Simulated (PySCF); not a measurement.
CH₆BCl₃Si₂, SMILES C(B)[SiH2][Si](Cl)(Cl)Cl at its GFN2-xTB optimised geometry (Å):

```
13

B      2.3046    -1.4029     0.6668
C      0.7561    -1.4114     0.6737
Si     0.1649     0.2776     0.0000
Si    -2.1676     0.2776     0.0000
Cl    -2.8919     2.1775     0.0000
Cl    -2.9585    -0.6269    -1.6404
Cl    -2.9967    -0.6485     1.6094
H      2.8919    -1.7661    -0.2766
H      2.8951    -0.9968     1.5905
H      0.3192    -2.1775     0.0329
H      0.3231    -1.5220     1.6681
H      0.6575     0.5095    -1.3653
H      0.6627     1.3844     0.8289
```

Calculation: CAM-B3LYP/def2-TZVP run with PySCF. Cells within 0.4 Å of a nucleus heavier than hydrogen are left out (blank, or x).

Map of the electrostatic potential (hartree/e), clipped to [-0.08, 0.12] on the plane z = 0.0 Å:

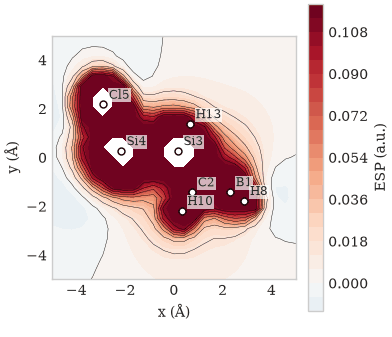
*Electrostatic potential (hartree/e), clipped to [-0.08, 0.12] on the plane z = 0.0 Å.*
